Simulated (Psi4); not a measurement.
# One shape, several levels: C2H3N3 (1H-1,2,4-triazole)

Aim: a comparison of 5 runs (HF/STO-3G, B3LYP/6-31G*, B2PLYP/def2-SVP, TPSSh/def2-SVP, wB97M-V/def2-SVP) of C2H3N3 (1H-1,2,4-triazole). 

Program for the calculation: Psi4 1.11.

### Step 1. The molecule

C2H3N3 has 8 atoms, charge 0, and is taken as a singlet. SMILES: `c1nc[nH]n1`. The C3–H7 distance was set to 2.375 Å, away from the relaxed value. At this shape a bond of the SMILES string is far longer than usual.

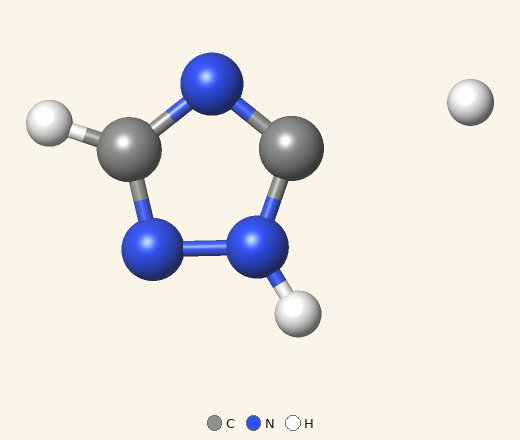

The structure, seen from a chosen angle (carbon grey, nitrogen blue, hydrogen white).

### Step 2. Energy and gradient at HF/STO-3G (run 1)

Contents of input.json:

```json
{
 "schema_name": "qcschema_input",
 "schema_version": 1,
 "molecule": {
  "schema_name": "qcschema_molecule",
  "schema_version": 2,
  "symbols": ["C", "N", "C", "N", "N", "H", "H", "H"],
  "geometry": [-3.03578455, 3.31736508, -0.89624608, -0.58507433, 3.03857378, -0.20889599, -0.3271645, 0.57374731, -0.0998399, -2.52073969, -0.54423356, -0.69434774, -4.28840841, 1.19259482, -1.21328543, -3.92255743, 5.1333163, -1.17082328, 3.39899369, -1.68675064, 0.97283101, -2.94617374, -2.39376521, -0.7849979],
  "molecular_charge": 0,
  "molecular_multiplicity": 1,
  "fix_symmetry": "c1"
 },
 "driver": "gradient",
 "model": {
  "method": "hf",
  "basis": "STO-3G"
 },
 "keywords": {
  "reference": "rhf",
  "puream": true,
  "e_convergence": 1e-09,
  "d_convergence": 1e-08,
  "scf_type": "pk",
  "scf_properties": ["LOWDIN_CHARGES", "DIPOLE", "QUADRUPOLE"]
 }
}
```

The run is started by

```console
$ psi4 --qcschema input.json -n 1 --memory 2200MB
```

stdout:

```text
[...]
  Running in c1 symmetry.
[...]
  Nuclear repulsion =  162.975303708589138
[...]
  Multiplicity = 1
[...]
  Nalpha       = 18
  Nbeta        = 18
[...]
    Number of basis functions: 28
[...]
   @RHF iter   1:  -237.26689401187676   -2.41320e+00   1.56073e-02 ADIIS/DIIS
[...]
   @RHF iter  14:  -237.40940661277293    0.00000e+00   3.94971e-09 DIIS
[...]
    Orbital Energies [Eh]
    ---------------------
    Doubly Occupied:
       1A    -15.471599     2A    -15.374993     3A    -15.321493
       4A    -11.103406     5A    -11.085546     6A     -1.374435
       7A     -1.143044     8A     -1.054226     9A     -0.794377
      10A     -0.761740    11A     -0.648431    12A     -0.592869
      13A     -0.557002    14A     -0.433853    15A     -0.361263
      16A     -0.354299    17A     -0.306960    18A     -0.295711
[...]
  @RHF Final Energy:  -237.40940661277293
   => Energetics <=
    Nuclear Repulsion Energy =            162.9753037085891378
    One-Electron Energy =                -646.6989195645940072
    Two-Electron Energy =                 246.3142092432319430
    Total Energy =                       -237.4094066127729263
[...]
 Multipole Moments:
 ------------------------------------------------------------------------------------
     Multipole            Electronic (a.u.)      Nuclear  (a.u.)        Total (a.u.)
 ------------------------------------------------------------------------------------
 L = 1.  Multiply by 2.5417464519 to convert [e a0] to [Debye]
 Dipole X            :         -1.0457296            1.4578676            0.4121379
 Dipole Y            :          0.3967739           -1.6193221           -1.2225482
 Dipole Z            :         -0.2974486            0.4307688            0.1333202
 Magnitude           :                                                    1.2970182
 L = 2.  Multiply by 1.3450342976 to convert [e a0^2] to [Debye ang]
 Quadrupole XX       :       -129.1678174          109.2745625          -19.8932548
 Quadrupole XY       :         10.0709834          -13.9073261           -3.8363427
[...]
  -Total Gradient:
     Atom            X                  Y                   Z
    ------   -----------------  -----------------  -----------------
       1        0.032276166443    -0.025013850205     0.009368362799
       2       -0.052332176365    -0.006750964136    -0.014478538940
       3       -0.119688281762     0.038953639647    -0.033952054874
       4       -0.013383863571     0.051058792851    -0.004500142241
       5        0.060935662941    -0.024136829033     0.017351131092
       6        0.000934390229    -0.002848031238     0.000304019758
       7        0.087747599537    -0.053189417342     0.025259376282
       8        0.003510502549     0.021926659456     0.000647846124
[...]
```

The result, in JSON:

```text
{
 "driver": "gradient",
 "model": {
  "method": "hf",
  "basis": "STO-3G"
 },
 "success": true,
 "return_result": [0.03227616644264643, -0.025013850205286195, 0.009368362798977532, -0.052332176364590144, -0.006750964136009119, -0.014478538939892927, -0.11968828176235363, 0.03895363964655274, -0.0339520548742193, -0.013383863571366443, 0.0510587928508708, -0.004500142240629346, 0.060935662940777346, -0.024136829032910867, 0.017351131091794814, 0.0009343902293859896, -0.0028480312375145367, 0.0003040197579641177, 0.08774759953711633, -0.05318941734176265, 0.025259376282203694, 0.0035105025486327074, 0.021926659456209918, 0.0006478461239235976],
 "properties": {
  "calcinfo_nbasis": 28,
  "calcinfo_nmo": 28,
  "calcinfo_nalpha": 18,
  "calcinfo_nbeta": 18,
  "calcinfo_natom": 8,
  "nuclear_repulsion_energy": 162.97530370858914,
  "return_energy": -237.40940661277293,
  "return_gradient": [0.03227616644264643, -0.025013850205286195, 0.009368362798977532, -0.052332176364590144, -0.006750964136009119, -0.014478538939892927, -0.11968828176235363, 0.03895363964655274, -0.0339520548742193, -0.013383863571366443, 0.0510587928508708, -0.004500142240629346, 0.060935662940777346, -0.024136829032910867, 0.017351131091794814, 0.0009343902293859896, -0.0028480312375145367, 0.0003040197579641177, 0.08774759953711633, -0.05318941734176265, 0.025259376282203694, 0.0035105025486327074, 0.021926659456209918, 0.0006478461239235976],
  "scf_one_electron_energy": -646.698919564594,
  "scf_two_electron_energy": 246.31420924323194,
  "scf_dipole_moment": [0.41213793110548425, -1.2225482402962973, 0.13332016242257116],
  "scf_total_energy": -237.40940661277293,
  "scf_total_gradient": [0.03227616644264643, -0.025013850205286195, 0.009368362798977532, -0.052332176364590144, -0.006750964136009119, -0.014478538939892927, -0.11968828176235363, 0.03895363964655274, -0.0339520548742193, -0.013383863571366443, 0.0510587928508708, -0.004500142240629346, 0.060935662940777346, -0.024136829032910867, 0.017351131091794814, 0.0009343902293859896, -0.0028480312375145367, 0.0003040197579641177, 0.08774759953711633, -0.05318941734176265, 0.025259376282203694, 0.0035105025486327074, 0.021926659456209918, 0.0006478461239235976],
  "scf_iterations": 14
 }
}
```

Run time: 1.5 s. Hardware: 1 thread of Intel Xeon 6975P-C (Granite Rapids), shared host; peak memory 0.18 GiB.

### Step 3. Energy and gradient at B3LYP/6-31G(d) (Cartesian functions) (run 2)

Contents of calc.py:

```python
import psi4

psi4.set_memory('2200 MB')
psi4.set_num_threads(1)
psi4.core.set_output_file('psi4.out', False)

molecule = psi4.geometry("""
0 1
C     -1.606468     1.755474    -0.474273
N     -0.309608     1.607944    -0.110543
C     -0.173128     0.303614    -0.052833
N     -1.333918    -0.287996    -0.367433
N     -2.269328     0.631094    -0.642043
H     -2.075728     2.716434    -0.619573
H      1.798670    -0.892590     0.514800
H     -1.559048    -1.266726    -0.415403
symmetry c1
""")

psi4.set_options({
    'puream': False,
    'e_convergence': 1e-09,
    'd_convergence': 1e-08,
    'scf_type': 'pk',
    'dft_radial_points': 99,
    'dft_spherical_points': 590,
})

energy_value = psi4.gradient("b3lyp/6-31G*", molecule=molecule)
print('gradient / Eh bohr^-1')
print(energy_value.np.round(6))
```

The run is started by

```console
$ python calc.py
```

psi4.out:

```text
[...]
  Running in c1 symmetry.
[...]
  Nuclear repulsion =  162.975303606750941
[...]
  Multiplicity = 1
[...]
  Nalpha       = 18
  Nbeta        = 18
[...]
    Number of basis functions: 81
[...]
   @RKS iter   1:  -241.64882765456397    2.67939e-01   9.39089e-03 DIIS/ADIIS
[...]
   @RKS iter  15:  -242.05761640232629   -6.76437e-12   3.53306e-09 DIIS
[...]
    Orbital Energies [Eh]
    ---------------------
    Doubly Occupied:
       1A    -14.442267     2A    -14.373029     3A    -14.347053
       4A    -10.304620     5A    -10.250487     6A     -1.102866
       7A     -0.915781     8A     -0.842364     9A     -0.653183
      10A     -0.633881    11A     -0.548824    12A     -0.479377
      13A     -0.459689    14A     -0.362306    15A     -0.315466
      16A     -0.302376    17A     -0.287573    18A     -0.281731
[...]
  @RKS Final Energy:  -242.05761640232629
   => Energetics <=
    Nuclear Repulsion Energy =            162.9753036067509413
    One-Electron Energy =                -649.3586111784820787
    Two-Electron Energy =                 270.6192729011164602
    DFT Exchange-Correlation Energy =     -26.2935817317115728
    Empirical Dispersion Energy =           0.0000000000000000
    VV10 Nonlocal Energy =                  0.0000000000000000
    Total Energy =                       -242.0576164023262891
[...]
 Multipole Moments:
 ------------------------------------------------------------------------------------
     Multipole            Electronic (a.u.)      Nuclear  (a.u.)        Total (a.u.)
 ------------------------------------------------------------------------------------
 L = 1.  Multiply by 2.5417464519 to convert [e a0] to [Debye]
 Dipole X            :         -1.5669485            1.4578676           -0.1090809
 Dipole Y            :          0.7447170           -1.6193221           -0.8746052
 Dipole Z            :         -0.4479727            0.4307688           -0.0172039
 Magnitude           :                                                    0.8815491
[...]
  -Total Gradient:
     Atom            X                  Y                   Z
    ------   -----------------  -----------------  -----------------
       1        0.002041765448    -0.009155195706     0.000702285290
       2       -0.022461516705     0.016487271885    -0.006503862956
       3       -0.032777762709    -0.005156889226    -0.009061729058
       4       -0.011015018206     0.024203266981    -0.003434639169
       5        0.018328341460    -0.001780340446     0.005137341692
       6       -0.000077791776    -0.001719142927     0.000004675936
       7        0.046284826663    -0.026906613289     0.013306253100
       8       -0.000325191328     0.004029519807    -0.000151008446
[...]
```

The script printed:

```text
gradient / Eh bohr^-1
[[ 2.0420e-03 -9.1550e-03  7.0200e-04]
 [-2.2462e-02  1.6487e-02 -6.5040e-03]
 [-3.2778e-02 -5.1570e-03 -9.0620e-03]
 [-1.1015e-02  2.4203e-02 -3.4350e-03]
 [ 1.8328e-02 -1.7800e-03  5.1370e-03]
 [-7.8000e-05 -1.7190e-03  5.0000e-06]
 [ 4.6285e-02 -2.6907e-02  1.3306e-02]
 [-3.2500e-04  4.0300e-03 -1.5100e-04]]
```

It took 15 s on 1 thread of Intel Xeon 6975P-C (Granite Rapids), shared host; peak memory 1.2 GiB.

Runs 3 to 4 aren't shown in full; the table further down has their settings and results.

### Step 4. The energy at wB97M-V/def2-SVP (run 5)

Contents of input.inp:

```
memory 2200 MB

molecule molecule1 {
  C     -3.03578455     3.31736508    -0.89624608
  N     -0.58507433     3.03857378    -0.20889599
  C     -0.32716450     0.57374731    -0.09983990
  N     -2.52073969    -0.54423356    -0.69434774
  N     -4.28840841     1.19259482    -1.21328543
  H     -3.92255743     5.13331630    -1.17082328
  H      3.39899369    -1.68675064     0.97283101
  H     -2.94617374    -2.39376521    -0.78499790
  units au
  symmetry c1
}

set basis def2-SVP
set reference rks
set puream true
set e_convergence 1e-09
set d_convergence 1e-08
set scf_type pk
set dft_radial_points 99
set dft_spherical_points 590

energy('wb97m-v')
```

The run is started by

```console
$ psi4 -n 1 input.inp input.out
```

input.out:

```text
[...]
  Running in c1 symmetry.
[...]
  Nuclear repulsion =  162.975303708589138
[...]
  Multiplicity = 1
[...]
  Nalpha       = 18
  Nbeta        = 18
[...]
    Number of basis functions: 85
[...]
   @RKS iter   1:  -241.58928283252979   -8.52487e-02   6.26156e-03 DIIS/ADIIS
[...]
   @RKS iter  15:  -241.79298402642485   -1.76215e-12   4.69452e-09 DIIS
[...]
    Orbital Energies [Eh]
    ---------------------
    Doubly Occupied:
       1A    -14.621023     2A    -14.551994     3A    -14.526031
       4A    -10.479014     5A    -10.417268     6A     -1.223664
       7A     -1.030325     8A     -0.955562     9A     -0.761388
      10A     -0.743738    11A     -0.657154    12A     -0.597391
      13A     -0.560540    14A     -0.463788    15A     -0.414705
      16A     -0.402740    17A     -0.379175    18A     -0.374457
[...]
  @RKS Final Energy:  -241.79298402642485
   => Energetics <=
    Nuclear Repulsion Energy =            162.9753037085891378
    One-Electron Energy =                -648.7797104039311762
    Two-Electron Energy =                 266.9536430031089367
    DFT Exchange-Correlation Energy =     -23.0829771929351928
    Empirical Dispersion Energy =           0.0000000000000000
    VV10 Nonlocal Energy =                  0.1407568587434735
    Total Energy =                       -241.7929840264248185
[...]
 Multipole Moments:
 ------------------------------------------------------------------------------------
     Multipole            Electronic (a.u.)      Nuclear  (a.u.)        Total (a.u.)
 ------------------------------------------------------------------------------------
 L = 1.  Multiply by 2.5417464519 to convert [e a0] to [Debye]
 Dipole X            :         -1.4463921            1.4578676            0.0114755
 Dipole Y            :          0.6517875           -1.6193221           -0.9675346
 Dipole Z            :         -0.4129712            0.4307688            0.0177976
 Magnitude           :                                                    0.9677664
[...]
```

It took 2 min on 1 thread of Intel Xeon 6975P-C (Granite Rapids), shared host; peak memory 1.5 GiB.

### Step 5. All runs side by side

```csv
run,level,Cartesian functions,integration grid,energy (Eh),dipole moment (D),HOMO energy (eV),LUMO energy (eV),wall time
1,HF/STO-3G,no,–,-237.409407,3.30,-8.05,1.47,1.5 s
2,B3LYP/6-31G* (Cartesian functions),yes,99 radial × 590 angular,-242.057616,2.24,-7.67,-4.29,15 s
3,B2PLYP/def2-SVP (density fitting for correlation),no,99 radial × 590 angular,-241.641184,–,-9.03,-3.12,11 s
4,TPSSh/def2-SVP,no,99 radial × 590 angular,-241.899843,2.19,-7.47,-4.64,32 s
5,wB97M-V/def2-SVP,no,99 radial × 590 angular,-241.792984,2.46,-10.19,-2.23,2 min
```

### Step 6. Outcome

```
            quantity          value
 run 5: total energy  -241.79298 Eh
run 5: dipole moment         2.46 D
  run 5: HOMO energy      -10.19 eV
  run 5: LUMO energy       -2.23 eV
run 5: HOMO–LUMO gap        7.96 eV
```

Over runs 1, 2, 4, 5 the dipole moment (its size) runs from 2.19 D (TPSSh/def2-SVP) to 3.30 D (HF/STO-3G). The two ends differ in method and basis. The HOMO–LUMO gap runs from 2.83 eV (TPSSh/def2-SVP) to 9.51 eV (HF/STO-3G). Totals of different functionals can't be ranked against each other. In run 1 the basis is minimal, so the values are rough. In runs 1, 2, 3, 4, 5 a closed-shell determinant meets a far-stretched bond, which it describes badly. All runs together took 3 min, the longest 2 min.
